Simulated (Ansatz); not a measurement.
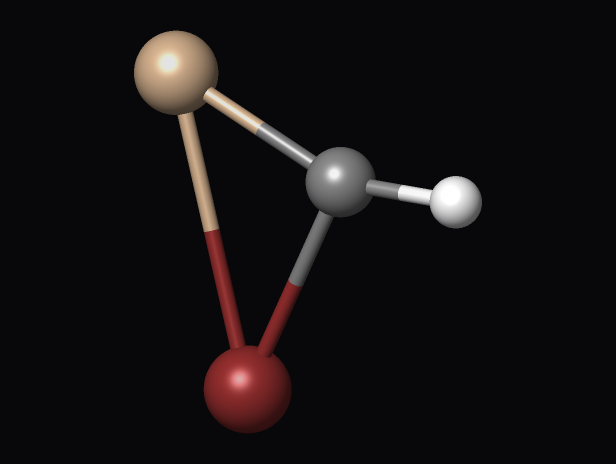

Rendered structure (ball-and-stick style). Colours: carbon grey, silicon light orange, bromine brown, hydrogen white.

Computed geometry: PBE0-D4/def2-TZVP optimisation. No frequency run is at hand to confirm it as a minimum.

Which formula does it have?

Answer. CHBrSi, 4 atoms: 1 carbon, 1 hydrogen, 1 bromine and 1 silicon.

How many atoms are distinct by symmetry?

Answer. 4: 1 C, 1 Si, 1 Br, 1 H.

The parts below concern this one geometry. Atoms keep their numbers from picture to picture.

### Shape

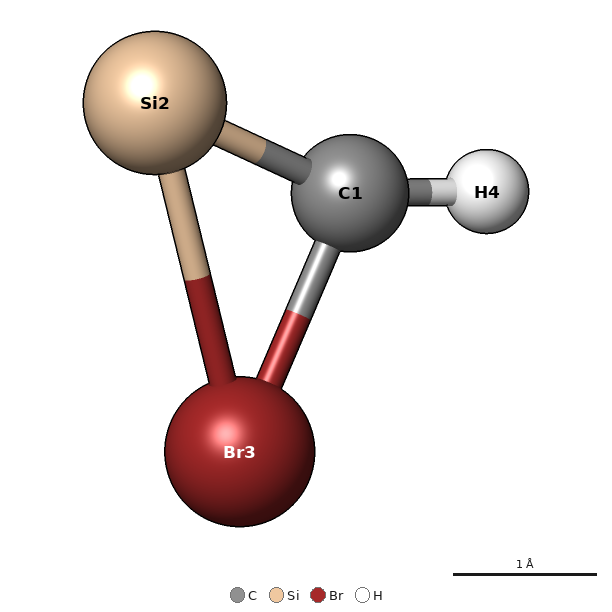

Numbered structure. No frequency run is at hand to confirm it as a minimum.

Give the bond lengths.

| bond | length (Å) |
| --- | --- |
| C1–Si2 | 1.705 |
| C1–Br3 | 1.982 |
| C1–H4 | 1.078 |
| Si2–Br3 | 2.601 |

### Electronic properties

No frequency run is at hand to confirm it as a minimum. Method: RKS PBE0-D4/def2-TZVPP (Ansatz 0.2.0).

Give the LUMO energy (Kohn–Sham orbital) at this level.

Answer. −2.05 eV.

Give the HOMO energy (Kohn–Sham orbital) at this level.

Answer. −6.27 eV.

### Charges

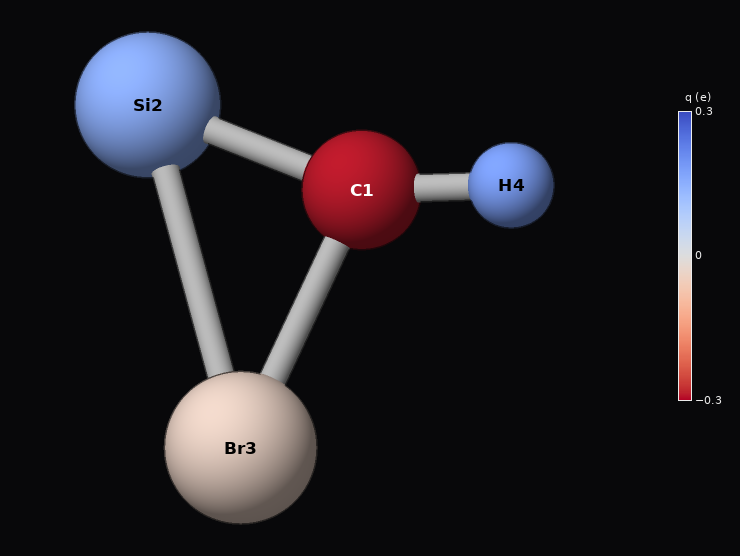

Atoms are coloured by their Mulliken charges. No frequency run is at hand to confirm it as a minimum. Level of theory: RKS PBE0-D4/def2-TZVP (Ansatz 0.2.0).

Which atom carries the highest charge (most positive or least negative)?

Answer. H4 (0.18 e).

And the lowest?

Answer. C1 (−0.29 e).

List the Mulliken charges.

```csv
atom,value (e)
C1,−0.29
Si2,0.15
Br3,−0.04
H4,0.18
```

### Dipole moment

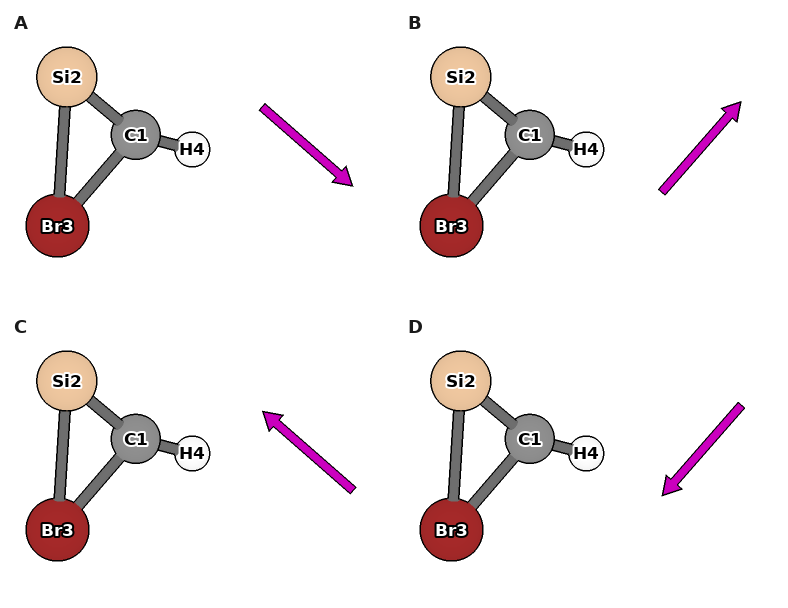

The same molecule four times, each with an arrow. No frequency run is at hand to confirm it as a minimum. Method: RKS PBE0-D4/def2-TZVP (Ansatz 0.2.0).

Which arrow points along the dipole moment, from the negative to the positive end?

Answer. B. The dipole moment is 0.73 D; it points from the side of Br3 to the side of H4 (the outermost atoms at the two ends).

Mulliken values depend strongly on the basis set and can even reverse the polarity of a bond.
